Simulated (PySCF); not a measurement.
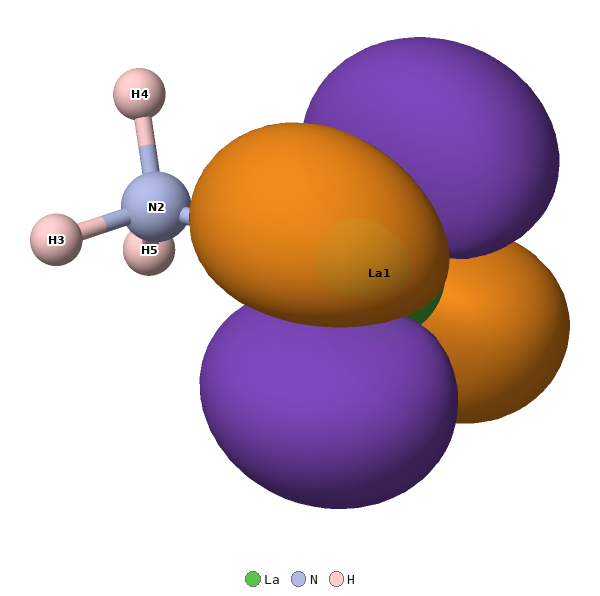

The picture shows: H$_{3}$LaN (charge +3). The LUMO at ±0.1 Å⁻³ᐟ² (orange and purple are the two phases), seen at a tilt.

Core potentials replace the inner electrons of La.

Computed with PySCF, RKS PBE, La lcecp-1-SVP with ECP46, N def2-SVP, H def2-SVP; non-relativistic Hamiltonian with scalar-relativistic core potentials where named; density fitting.

Input file:

```
mol = gto.M(atom='''
La     0.00000     0.00000    -0.22372
N     -0.00000    -0.00000     2.26218
H      0.94882     0.00004     2.72218
H     -0.47444     0.82168     2.72218
H     -0.47438    -0.82172     2.72218''',
    basis={'La': 'lcecp-1-SVP', 'N': 'def2-SVP', 'H': 'def2-SVP'},
    ecp={'La': 'lcecp-1-SVP'},
    charge=3, spin=0)
mf = dft.RKS(mol, xc='PBE')
mf.grids.atom_grid = (75, 302)  # f atoms: at least (60, 302), unpruned
mf = mf.density_fit()  # La AutoAux, N def2-universal-JKFIT, H def2-universal-JKFIT
mf.conv_tol = 1e-09; mf.max_cycle = 55
mf.kernel(dm0)
```

Command:

```sh
OMP_NUM_THREADS=2 python run.py
```

What is the character of this orbital?

Answer. By Hirshfeld shares it lies mainly on La1 (about 100 %). It is one of a degenerate set, so its orientation is arbitrary. Its energy is −20.52 eV.
